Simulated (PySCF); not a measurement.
# C5H11NOSi2: what the fields show

Input

```
{"job": {"kind": "nmr", "xc": "PBE0", "basis": "pcSseg-1"}, "charge": 0, "multiplicity": 1}
C      0.801640     0.284181     2.964409
C      0.589026     0.480434     1.795885
Si     0.318276     0.683177    -0.031256
Si     1.700743    -0.623874    -1.353900
N      3.045996     0.435534    -1.631317
C     -1.504358     0.042667    -0.316689
C     -2.542822     0.696290     0.575023
C     -1.389361    -1.405828    -0.147236
O     -0.686181    -2.125242    -0.824457
H      0.977883     0.124969     3.990189
H      0.198270     2.147244    -0.199301
H      1.207717    -0.872418    -2.708689
H      2.087454    -1.891140    -0.716267
H      3.511218     0.860572    -0.845489
H      3.739180     0.147992    -2.303248
H     -1.702553     0.260400    -1.368465
H     -2.318719     0.499821     1.621285
H     -2.545839     1.773509     0.427595
H     -3.542719     0.320315     0.358706
H     -1.950000    -1.827926     0.710185
```

Launched as:

```sh
OMP_NUM_THREADS=1 python probes_run.py task.json out
```

Geometry: GFN2-xTB.

Method: PBE0/pcSseg-1, SCF density, gas phase, non-relativistic (PySCF).

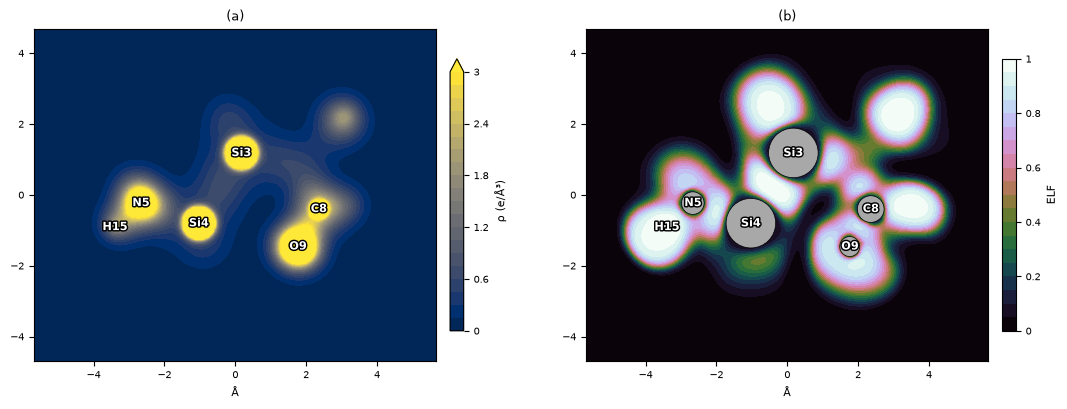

Figure 1. (a) electron density; (b) electron localisation function on the plane of atoms Si3, Si4 and N5. Grey discs cover the atomic cores in the ELF map.

> Describe what can be read from this map.

Atoms in the plane: Si, N, C, O and H. C–O (1.21 Å): the density is about 3.3 e/Å³ at the midpoint; the ELF peaks at about 0.85 between the atoms: a short, multiple covalent bond. Si–N (1.73 Å): ρ is about 1.1 e/Å³ halfway; the ELF peaks at about 0.90 between the atoms (a shared but strongly polarised pair). Si–Si (2.32 Å): ρ at the midpoint is about 0.68 e/Å³; the ELF peaks at about 1 between the atoms (localised, covalent bonding). N–H (1.01 Å): the density is about 2.8 e/Å³ at the midpoint; the ELF climbs to about 1 towards the hydrogen, as it does in any bond to H; a covalent bond by its length. The ELF also peaks beside O9, away from the bonds: lone-pair regions.

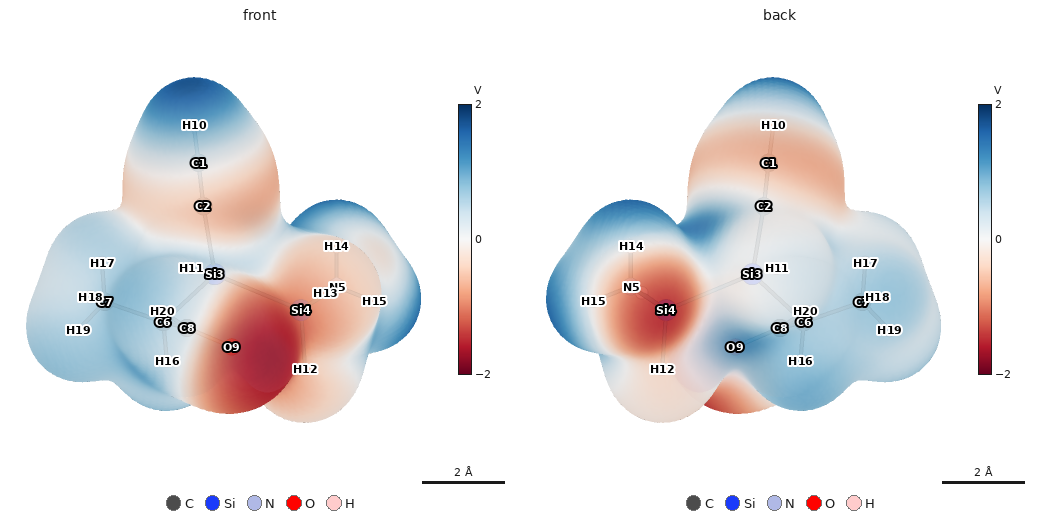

Figure 2. The molecular electrostatic potential painted on the density surface at 0.002 e/bohr³, seen from the front and from behind; red is negative and blue positive.

> Where is the surface potential most negative and most positive?

The most negative region (about −1.7 V) lies over O9, the most positive (about +1.7 V) over H10. O9 is the likeliest acceptor of a hydrogen bond.

> What dipole moment does the calculation give?

Its dipole moment is 1.93 D.
